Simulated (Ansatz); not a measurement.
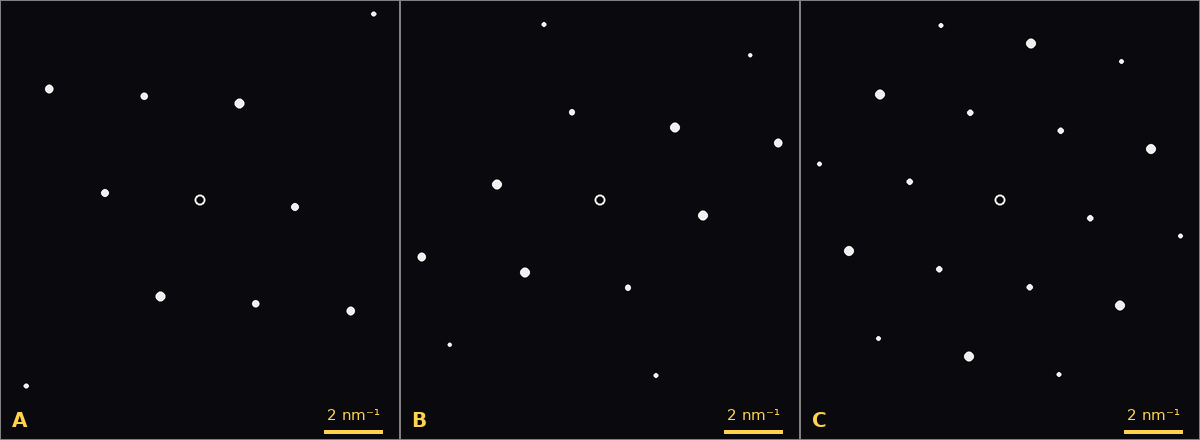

Simulated selected-area electron diffraction patterns (300 kV, kinematic approximation, thin crystal, B = 0.5 Å² for all atoms).

All three come from Pm, space group P6_3/mmc (No. 194), a = 3.581 Å, c = 11.677 Å (hexagonal axes). Structure: the input geometry of an electronic-structure calculation (not necessarily at equilibrium).

| atom | site | symmetry | x | y | z |
| --- | --- | --- | --- | --- | --- |
| Pm | 2a | -3m. | 0.0000 | 0.0000 | 0.0000 |
| Pm | 2c | -6m2 | 0.3333 | 0.6667 | 0.2500 |

### Assign the zone axes [001], [201], [311] to A, B and C.

A is [311]: oblique net of 0 1 -1 at d = 3.00 Å and -1 1 2 at d = 2.74 Å, at 72.2°. B is [201]: centred rectangular net of 0 1 0 at d = 3.10 Å and 1 0 -2 at d = 2.74 Å, at 63.8°. C is [001]: hexagonal net of 1 -1 0 at d = 3.10 Å and 1 0 0 at d = 3.10 Å, at 60.0°.
